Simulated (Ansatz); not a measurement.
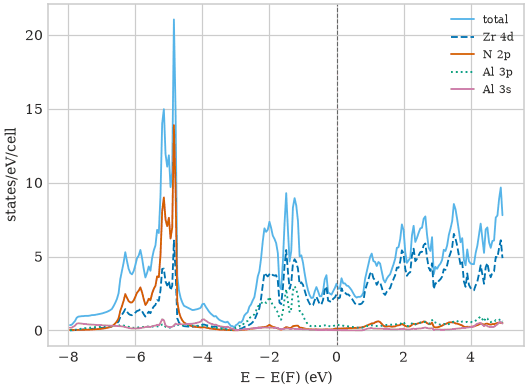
Fig. 1. Total and projected density of states of Zr2AlN in space group P6_3/mmc (No. 194; Zr on 4f, Al on 2d, N on 2a), DFT-r²SCAN in the program Ansatz with PAW potentials

Question: Which orbitals carry the states next to the Fermi level?

Answer: Within 0.5 eV of the Fermi level: Zr 4d 79 %, Al 3p 11 %. Projections are on Löwdin-orthogonalised atomic valence shells; empty p or d shells of many metals are not among them.

Question: Where is the tallest occupied peak in this window, and what makes it?

Answer: Near -4.8 eV, about 21 states/eV per cell; the largest projected share is N 2p.

The workflow started from a Materials Project entry (that database holds measured and hypothetical structures alike); the Crystallography Open Database copy checked does not list it. Whether it is the stable phase at ambient conditions was not checked. Symmetry was held in the r²SCAN relaxation; whether a distortion lowers the energy is not shown. The run is not spin-polarised. Spin–orbit coupling is left out wherever it is not named.

Potentials: the later of the program's two PAW sets.
